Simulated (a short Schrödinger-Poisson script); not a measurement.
Stack: MOS inversion layer, SiO2 on p-type GaAs, at 400 K.

```
layer  material  thickness (nm)  Na (cm⁻³)
-----  --------  --------------  ---------
1          SiO2             1.2          -
2          GaAs             550       8e17
```

The device is made up for the run: typed textbook-type constants, with dimensions and the other settings drawn at random. SiO2: permittivity 3.9, conduction-band edge (eV) 3.17, gap (eV) 9, electron mass (mₑ) 0.5. GaAs: permittivity 12.9, conduction-band edge (eV) 0, gap (eV) 1.424, Nv at 300 K (cm⁻³) 9e18.

Channel valleys (confinement mass, in-plane density-of-states mass, number): Γ 0.067, 0.067, 1. At the gate the conduction-band edge of layer 1 lies 3.53 eV − eVg above the Fermi level of the channel; the field vanishes at the back. Gaps are held at their typed values at every temperature. Mesh 0.03 nm at interfaces.

From a short Schrödinger-Poisson script (our own, NumPy): 1D Poisson equation in equilibrium, electrons quantum, Hartree (BenDaniel-Duke, 12 states a valley, the channel's in-plane mass for all, wave functions free to enter the dielectric), parabolic valleys, classical holes, full ionisation, no traps, pinning or gate leakage.

Only gate voltages with over 1e8 electrons/cm² are shown.

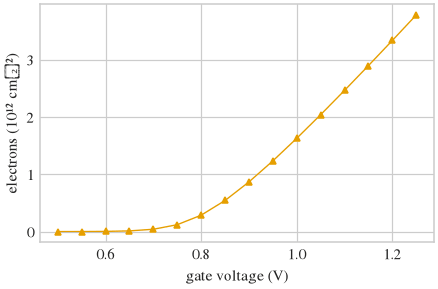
Figure. Sheet density against gate voltage

| Vg (V) | electrons (cm⁻²) | C (μF/cm²) | Γ E0 (meV) | Γ E1 (meV) |
|---|---|---|---|---|
| 0.5 | 2.81e8 | 0.226 | 280.8 | 472.8 |
| 0.6 | 3.51e9 | 0.231 | 193.7 | 391.3 |
| 0.7 | 4.08e10 | 0.346 | 108.4 | 311.5 |
| 0.8 | 2.86e11 | 0.815 | 36.8 | 245.5 |
| 0.9 | 8.66e11 | 1.20 | -12.7 | 202.1 |
| 1 | 1.63e12 | 1.36 | -50.8 | 170.4 |
| 1.1 | 2.46e12 | 1.43 | -84.6 | 143.0 |
| 1.2 | 3.33e12 | 1.47 | -116.8 | 117.2 |

Subbands count from the Fermi level.

Above a few 1e12 electrons/cm² a light Γ valley is non-parabolic and upper valleys begin to fill, which the model leaves out.
